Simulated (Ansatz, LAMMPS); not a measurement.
**Amorphous poly(vinyl chloride) (as short chains C26Cl12H42), from a frame at 400 K (160 atoms): geometry optimisation**

Wanted: the relaxed structure of amorphous poly(vinyl chloride) (as short chains C26Cl12H42), from a frame at 400 K (160 atoms) and its electronic structure.

Program: Ansatz 0.2.0. Level of theory: Kohn-Sham DFT, PBE+D4, PAW (set soft_2), plane waves. Results are calculated unless marked as measured.

**1. Starting point**

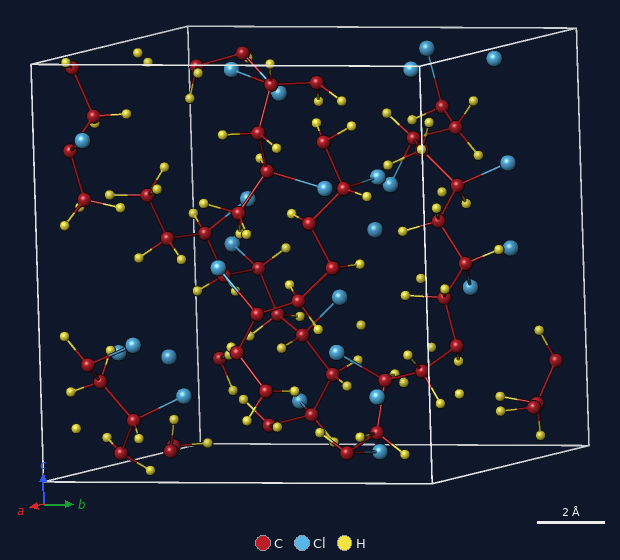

The starting structure, seen slightly off an axis (carbon red, chlorine blue, hydrogen yellow). Bonds to atoms that aren't drawn are left out. Some periodic images of atoms are drawn too.

The cell holds 160 atoms: 52 C, 24 Cl and 84 H. Cell: a = 12.549 Å, b = 12.549 Å, c = 12.549 Å, α = 90.0°, β = 90.0°, γ = 90.0°. 2 poly(vinyl chloride) chains of 12 units with methyl end groups placed at random, at 1.31 g/cm³; overlaps pushed apart, then 20 ps at 800 K with MMFF94 bonds, angles, torsions, charges and radii (Halgren, J. Comput. Chem. 17, 490 (1996)) in harmonic and 12-6 forms. Snapshot after 30 ps at 400 K and fixed volume.

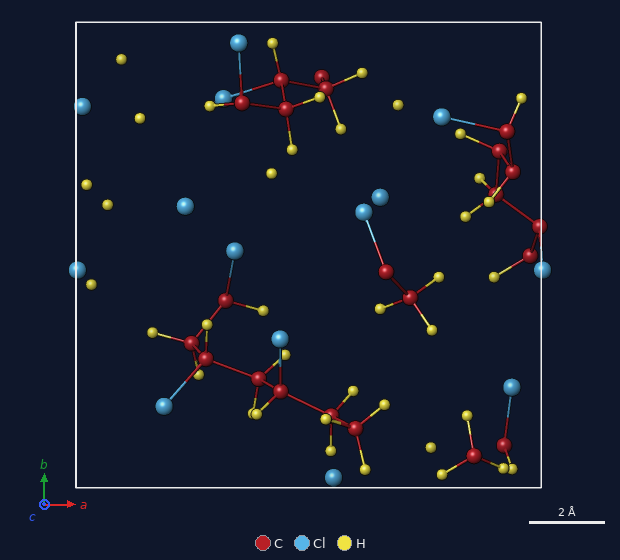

A slice 6 Å thick through the middle of the cell. Bonds to atoms that aren't drawn are left out.

Before any run, some limits are plain. The network of contacts between molecules at the start is that of the classical potential that made the cell. The density was typed from a rule of thumb and may lie off the real one at this temperature. The Brillouin zone is sampled at Γ only, in a cell whose shortest periodic width is 13 Å.

**2. Single point at the start**

The forces at the start show how far the geometry lies from a minimum of this functional.

File input.yaml:

```yaml
crystal:
  lattice:
    - [12.54858, 0.0, 0.0]
    - [0.0, 12.54858, 0.0]
    - [0.0, 0.0, 12.54858]
  atoms:
    - { symbol: C, position: [0.60071, 0.12707, 0.65046] }
    - { symbol: C, position: [0.54896, 0.15409, 0.54258] }
    - { symbol: C, position: [0.43995, 0.20686, 0.54522] }
    - { symbol: Cl, position: [0.43884, 0.31926, 0.62824] }
    [... 150 atom lines left out ...]
    - { symbol: H, position: [0.80558, 0.40846, 0.81524] }
    - { symbol: H, position: [0.79672, 0.54282, 0.78301] }
    - { symbol: H, position: [0.59731, 0.41881, 0.74022] }
    - { symbol: H, position: [0.76523, 0.33822, 0.64684] }
    - { symbol: H, position: [0.78014, 0.45236, 0.57486] }
    - { symbol: H, position: [0.65396, 0.38408, 0.56443] }
kpoints:
  mp_grid: { grid: [1, 1, 1] }
hamiltonian:
  xc: pbe
  dispersion: d4
scf:
  occupations: { method: fixed }
output:
  forces: true
  stress: true
  populations: intrinsic
  dos:
    method: { smearing: { sigma: 0.15 } }
    de: 0.1
    projected: { site_lists: { C: [C], Cl: [Cl], H: [H] } }
  eigenvalues: true
```

The run is started by

```
ansatz run input.yaml --threads 4 --pin off --max-ram 8192MiB --backend cpu --events-out ev --progress --plain --runs-dir out
```

Wall time 25 s (4 threads of Intel Xeon Platinum 8259CL at 2.50GHz (Skylake/Cascade Lake), shared host); peak memory 2.5 GiB.

Numbers from this run:

```
free energy                                      : -40321.2151 eV
free energy per atom                             : -252.0076 eV/atom
SCF cycles                                       : 9
pressure                                         : 2.634 GPa
r.m.s. force component                           : 1.008 eV/Å
longest force                                    : 5.25 eV/Å
Fermi energy                                     : -0.4099 eV
gap (highest filled to lowest empty level) : 4.792 eV
```

The r.m.s. force component of 1.0 eV/Å and the pressure of 2.6 GPa set the starting point.

Length of the force by element:

| element | coordination | atoms | mean length of the force (eV/Å) | spread | least | most |
| --- | --- | --- | --- | --- | --- | --- |
| C | all | 52 | 2.12 | 1.00 | 0.240 | 5.25 |
| Cl | all | 24 | 1.17 | 0.771 | 0.209 | 3.04 |
| H | all | 84 | 1.16 | 0.705 | 0.222 | 4.13 |

**3. Relaxation**

With the cell held, the atoms are moved downhill towards a nearby minimum.

input.yaml, the sections that differ from step 2:

```yaml
output:
  forces: true
relax:
  f_tol: 0.05
  max_steps: 200
# crystal, kpoints, hamiltonian, scf: as in step 2
```

The job ended after 8.8 min (4 threads; peak memory 2.2 GiB; 33 min of CPU time).

Relaxation path (22 of 48):

| step | energy less that of the first step (eV) | largest force component (eV/Å) |
| --- | --- | --- |
| 1 | 0.0000 | 4.3973 |
| 3 | -8.4701 | 0.6646 |
| 5 | -9.0154 | 0.3519 |
| 8 | -9.2563 | 0.2903 |
| 10 | -9.3168 | 0.3379 |
| 12 | -9.3640 | 0.2650 |
| 14 | -9.3951 | 0.2313 |
| 17 | -9.4353 | 0.1397 |
| 19 | -9.4568 | 0.0975 |
| 21 | -9.4731 | 0.0987 |
| 23 | -9.4850 | 0.0801 |
| 26 | -9.5035 | 0.1065 |
| 28 | -9.5172 | 0.0440 |
| 30 | -9.5252 | 0.0702 |
| 32 | -9.5388 | 0.0493 |
| 35 | -9.5564 | 0.0424 |
| 37 | -9.5662 | 0.0607 |
| 39 | -9.5855 | 0.0836 |
| 41 | -9.6031 | 0.1724 |
| 44 | -9.6241 | 0.1422 |
| 46 | -9.6322 | 0.1171 |
| 48 | -9.6364 | 0.0442 |

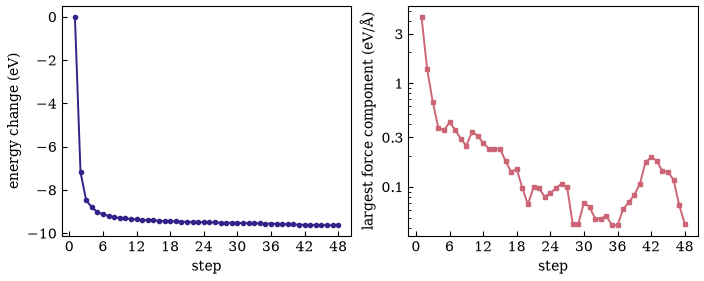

Energy and largest force along the relaxation.

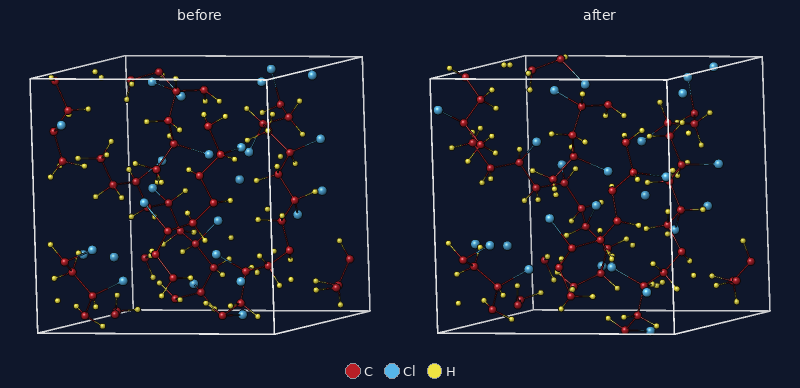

The structure before and after the relaxation, drawn at the same scale. Bonds to atoms that aren't drawn are left out.

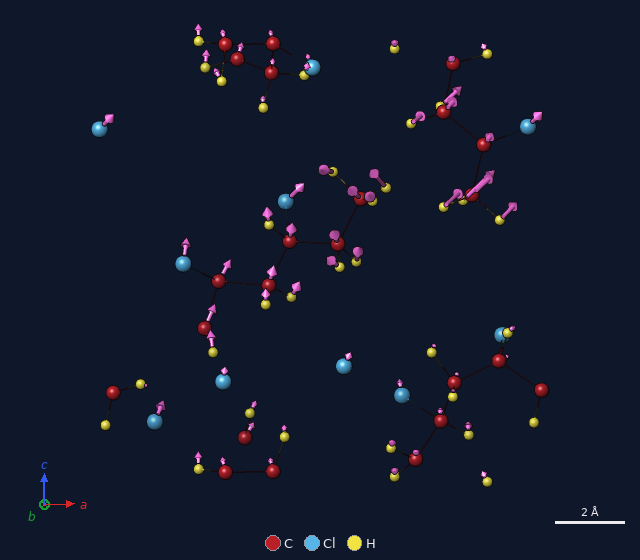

Displacements in the relaxation, scaled; the longest in the cell stands for 2.85 Å. Drawn is a slice 4 Å thick, seen along the normal of the ac plane. Bonds to atoms that aren't drawn are left out.

The atoms that moved most (Å):

| atom | dx | dy | dz | length |
| --- | --- | --- | --- | --- |
| H80 | 1.959 | 1.233 | 1.663 | 2.850 |
| H79 | 1.196 | 2.395 | 0.754 | 2.780 |
| H39 | -0.848 | -2.389 | 0.359 | 2.560 |
| H41 | -1.016 | -1.774 | 1.213 | 2.377 |
| C38 | 1.227 | 1.488 | 0.943 | 2.147 |
| H121 | -0.790 | -0.986 | -1.615 | 2.050 |
| C1 | -0.709 | -1.756 | 0.708 | 2.022 |
| H75 | 0.826 | 1.783 | 0.397 | 2.005 |

The relaxation changed the energy by -60.2 meV/atom, and atoms moved by 1.1 Å r.m.s., 2.9 Å at most.

**4. Distances and neighbours after relaxation**

Bonds before and after, by the cutoffs listed below:

```
pair  bonds before  bonds after  mean before (Å)  mean after (Å)  spread before (Å)  spread after (Å)
 H-C            84           84            1.094           1.098              0.036             0.002
 C-C            50           50            1.528           1.525              0.033             0.006
C-Cl            24           24            1.776           1.827              0.039             0.006
```

Density 1.31 g/cm³, 12.35 Å³ an atom.

g(r), total and by pair (bins of 0.2 Å):

```csv
r (Å),total,H-H,H-C,H-Cl,C-C,C-Cl,Cl-Cl
1.00,3.46,0.00,10.10,0.00,0.00,0.00,0.00
1.20,0.92,0.00,2.70,0.00,0.00,0.00,0.00
1.40,0.00,0.00,0.00,0.00,0.00,0.00,0.00
1.60,1.32,0.00,0.00,0.00,12.50,0.00,0.00
1.80,1.15,2.55,0.00,0.00,0.00,4.54,0.00
2.00,0.09,0.26,0.04,0.00,0.00,0.00,0.00
2.20,2.25,0.70,6.04,0.00,0.00,0.00,0.00
2.40,0.73,1.66,0.00,1.72,0.00,0.00,0.00
2.60,1.44,1.90,0.86,0.95,4.25,0.18,0.00
2.80,1.88,0.73,2.25,3.35,0.00,3.87,0.00
3.00,1.09,1.90,0.57,2.00,0.44,0.13,0.00
3.20,0.62,0.59,0.38,0.89,0.39,1.46,0.25
3.40,0.66,0.48,0.73,1.12,0.25,0.71,0.23
3.60,0.60,0.64,0.48,1.07,0.09,0.63,1.04
3.80,0.83,1.12,0.33,1.19,0.44,1.35,1.90
4.00,0.69,0.64,0.67,0.44,0.94,0.71,2.03
4.20,0.96,0.79,1.14,0.97,0.39,1.23,1.70
4.40,0.82,0.80,0.83,0.78,0.63,1.14,0.84
4.60,1.00,1.06,0.90,0.97,0.80,1.46,0.90
4.80,0.90,1.02,0.81,0.92,0.65,0.99,1.65
5.00,1.00,0.94,0.99,1.09,0.95,1.24,0.55
5.20,1.11,1.06,1.10,1.16,1.23,1.21,0.71
5.40,0.97,0.96,0.96,0.88,1.11,0.91,1.59
5.60,0.98,1.06,0.90,0.93,1.12,1.02,0.61
5.80,1.04,1.06,0.99,0.99,1.20,0.97,1.30
6.00,1.08,1.14,1.11,1.16,1.10,0.79,0.91
6.20,1.00,0.90,1.15,0.95,1.02,0.92,0.85
```

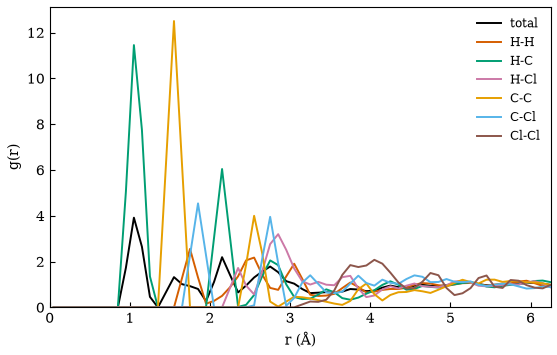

Pair distribution functions, lightly smoothed.

Bonds by pair of elements; cutoffs follow the first minimum of g(r), held within bounds set by covalent radii, and pairs that aren't listed don't count as bonded:

| pair A-B | cutoff (Å) | bonds | mean length (Å) | spread (Å) | shortest (Å) | B about A | A about B |
| --- | --- | --- | --- | --- | --- | --- | --- |
| H-C | 1.34 | 84 | 1.10 | 0.002 | 1.09 | 1 | 1.61 |
| C-C | 1.85 | 50 | 1.52 | 0.006 | 1.51 | 1.92 | 1.92 |
| C-Cl | 2.17 | 24 | 1.83 | 0.006 | 1.81 | 0.462 | 1 |

How many atoms have how many bonded neighbours:

| element | mean | 1 | 4 |
| --- | --- | --- | --- |
| C | 4 | 0 | 52 |
| Cl | 1 | 24 | 0 |
| H | 1 | 84 | 0 |

Bond angles, per cent of each kind in bins of 5°:

```csv
angle (°),C-C-H,C-C-C,C-C-Cl,H-C-H,Cl-C-H
100–105,0.0,0.0,2.1,0.0,100.0
105–110,73.1,0.0,79.2,100.0,0.0
110–115,26.9,64.6,18.8,0.0,0.0
115–120,0.0,33.3,0.0,0.0,0.0
120–125,0.0,2.1,0.0,0.0,0.0
```

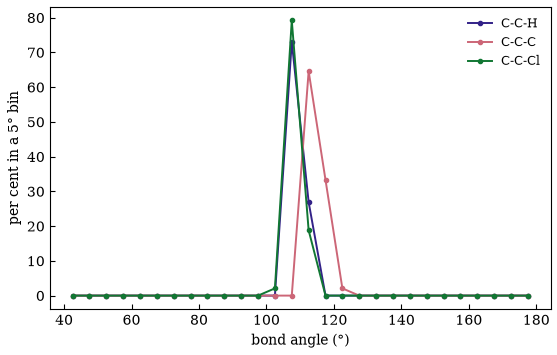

Distributions of the most common bond angles.

Bond angles (no mean is given where the spread exceeds 20°):

```
 angle  count  mean (°)  spread (°)
 C-C-H    156       109         1.4
 C-C-C     48       114         2.1
C-C-Cl     48       109         1.4
 H-C-H     36       107         0.8
Cl-C-H     24       104         0.4
```

Counting bonds as in the table, all C atoms have 4, all Cl atoms have 1 and all H atoms have 1 bonded neighbour. The C-C-H angle averages 109° with a spread of 1.4°.

**5. Single point at the relaxed geometry**

One more single point at the end of the walk gives the fuller output and checks the residual forces.

File input.yaml:

```yaml
crystal:
  lattice:
    - [12.54858, 0.0, 0.0]
    - [0.0, 12.54858, 0.0]
    - [0.0, 0.0, 12.54858]
  atoms:
    - { symbol: C, position: [0.54417, 0.98711, 0.70686] }
    - { symbol: C, position: [0.52281, 0.05003, 0.60531] }
    - { symbol: C, position: [0.44564, 0.14198, 0.62106] }
    - { symbol: Cl, position: [0.50728, 0.24198, 0.70799] }
    [... 150 atom lines left out ...]
    - { symbol: H, position: [0.8207, 0.43363, 0.76885] }
    - { symbol: H, position: [0.80924, 0.56933, 0.73653] }
    - { symbol: H, position: [0.61431, 0.43199, 0.69807] }
    - { symbol: H, position: [0.75544, 0.32232, 0.61769] }
    - { symbol: H, position: [0.81108, 0.43508, 0.55162] }
    - { symbol: H, position: [0.68153, 0.38781, 0.51659] }
kpoints:
  mp_grid: { grid: [1, 1, 1] }
hamiltonian:
  xc: pbe
  dispersion: d4
scf:
  occupations: { method: fixed }
output:
  forces: true
  stress: true
  populations: intrinsic
  dos:
    method: { smearing: { sigma: 0.1 } }
    de: 0.1
    projected: { site_lists: { C: [C], Cl: [Cl], H: [H] } }
  eigenvalues: true
  write_density: true
  write_potential: true
  volumetric_format: npy
  elf: true
```

It took 25 s on 4 threads; peak memory 2.5 GiB.

The program notes that the exchange-correlation potential is rough where the density is thin.

Read from the output:

| Quantity | Value |
| --- | --- |
| free energy | -40330.8515 eV |
| free energy per atom | -252.0678 eV/atom |
| SCF cycles | 9 |
| pressure | 0.08021 GPa |
| r.m.s. force component | 0.00601 eV/Å |
| longest force | 0.06549 eV/Å |
| Fermi energy | -0.7127 eV |
| gap (highest filled to lowest empty level) | 5.05 eV |

Intrinsic-atomic-orbital charges by element:

| element | coordination | atoms | mean charge (e) | spread | least | most |
| --- | --- | --- | --- | --- | --- | --- |
| C | all | 52 | -0.235 | 0.143 | -0.530 | -0.0767 |
| Cl | all | 24 | -0.135 | 0.0097 | -0.159 | -0.118 |
| H | all | 84 | 0.184 | 0.0094 | 0.153 | 0.205 |

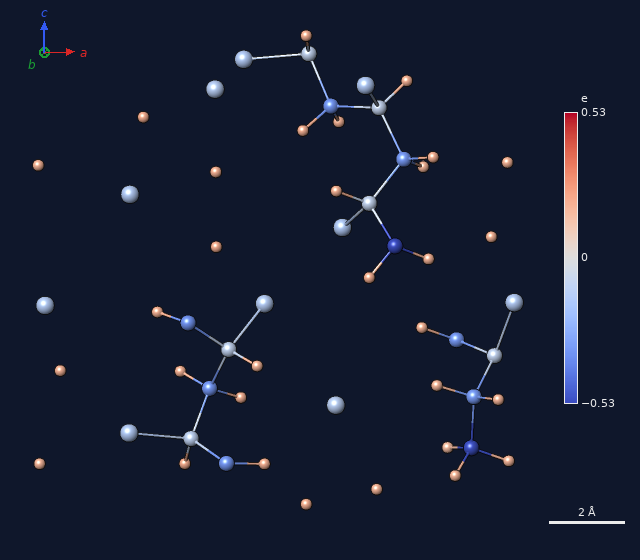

Atoms coloured by intrinsic-atomic-orbital charge. Drawn is a slice 4 Å thick, seen along the normal of the ac plane. Bonds to atoms that aren't drawn are left out.

Density of states as counts of states in windows of 1 eV (from the Fermi level), total and the larger projections:

```csv
from (eV),to (eV),total,C p,Cl p,H s,C s,Cl s
-17,-16,2.5,0.1,0.1,0.4,1.2,0.7
-16,-15,26.6,2.2,0.7,2.7,10.9,9.9
-15,-14,18.8,2.5,0.4,0.7,3.8,11.5
-14,-13,4.4,0.7,0.0,0.3,1.0,2.4
-13,-12,31.0,5.3,0.1,3.0,9.8,12.5
-12,-11,14.8,3.6,0.1,2.6,6.8,1.5
-11,-10,2.4,0.7,0.0,0.5,1.1,0.1
-10,-9,14.5,4.0,0.7,2.5,5.5,1.6
-9,-8,18.1,6.0,1.0,4.4,5.2,1.1
-8,-7,18.7,6.6,1.3,4.9,4.4,1.1
-7,-6,9.3,6.2,1.0,1.5,0.1,0.3
-6,-5,37.9,24.7,5.5,5.3,0.5,1.2
-5,-4,36.2,22.9,6.0,5.6,0.6,0.6
-4,-3,45.1,26.5,8.5,8.8,0.6,0.3
-3,-2,65.6,33.0,16.4,15.1,0.4,0.2
-2,-1,33.4,10.2,16.9,5.7,0.3,0.0
-1,0,80.0,9.2,66.1,3.6,0.5,0.0
0,1,0.6,0.1,0.5,0.0,0.0,0.0
1,4,0.0,0.0,0.0,0.0,0.0,0.0
4,5,1.0,0.3,0.3,0.1,0.1,0.0
```

With fixed occupations the program's Fermi level is the highest filled level; weight inside the gap is the broadening of levels at its edges.

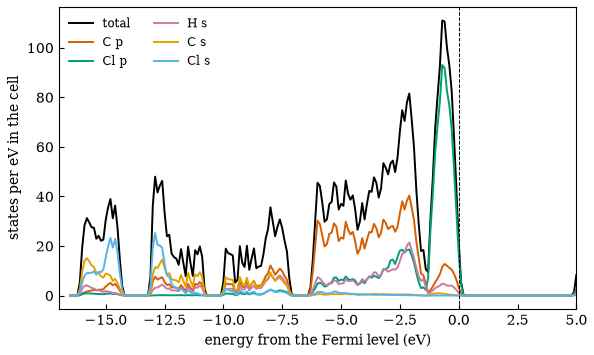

Total and projected density of states, with the broadening of the input.

The levels nearest the highest filled one (over half full), pooled over k-points and spins:

```
level less the highest filled one (eV)  occupation
                                -0.240           2
                                -0.194           2
                                -0.157           2
                                -0.111           2
                               -0.0916           2
                                     0           2
                                  5.05           0
                                  5.22           0
                                  5.26           0
                                  5.28           0
                                  5.35           0
                                  5.40           0
```

Mean intrinsic-atomic-orbital charges: C -0.23, Cl -0.14, H +0.18 e. The largest share in the top eV of filled states is Cl p (83 % of the projected weight), and in the lowest eV of empty states C p (39 % of the projected weight).

1 further run on a deliberately doubtful input is not shown.

**6. What came out**

```yaml
energy_change_in_the_relaxation: -60.23 meV/atom
r_m_s_displacement: 1.109 Å
largest_displacement: 2.85 Å
free_energy_per_atom: -252.0678 eV/atom
pressure: 0.08021 GPa
r_m_s_force_component: 0.00601 eV/Å
spacing_of_highest_filled_and_lowest_empty_level: 5.05 eV
wall_time_of_the_3_dft_runs: 9.6 min
```

What this shows: Relaxation lowers the energy by 60.2 meV/atom and moves atoms by 1.1 Å r.m.s.; the r.m.s. force component goes from 1.0 to 0.0060 eV/Å, the pressure goes from 2.6 to 0.080 GPa, and the gap from 4.79 to 5.05 eV. By the final cutoffs no bond was broken or made. From the first step to the last the energy fell by 9.636 eV, and the largest move was 2.85 Å (H80). The C-Cl bonds change most in mean length: from 1.776 Å (spread 0.039) to 1.827 Å (spread 0.006). Counting bonds as in the table, all C atoms have 4, all Cl atoms have 1 and all H atoms have 1 bonded neighbour. Between filled and empty levels lie 5.05 eV (at Γ alone); a semilocal functional tends to put such gaps too low. In a disordered cell it changes from sample to sample, and tail or defect levels can set it.

Caveats: The network of contacts between molecules at the start is that of the classical potential that made the cell; in DFT atoms moved by 1.1 Å r.m.s.

[Logs are printed without paths, hosts, clocks, repeated set-up lines and the standing remarks that a program may print on its own settings, such as how far it seeks lower states.]

[Hosts, paths, dates, database ids (printed as entryN), source tags and the programs' standing remarks are cut or masked in the printed files.]

[The MMFF94 radii named for the starting cell were scaled by 0.96; in molecules described by MMFF94, hydrogen bound to N, O or S took a small fixed 12-6 site in their place.]
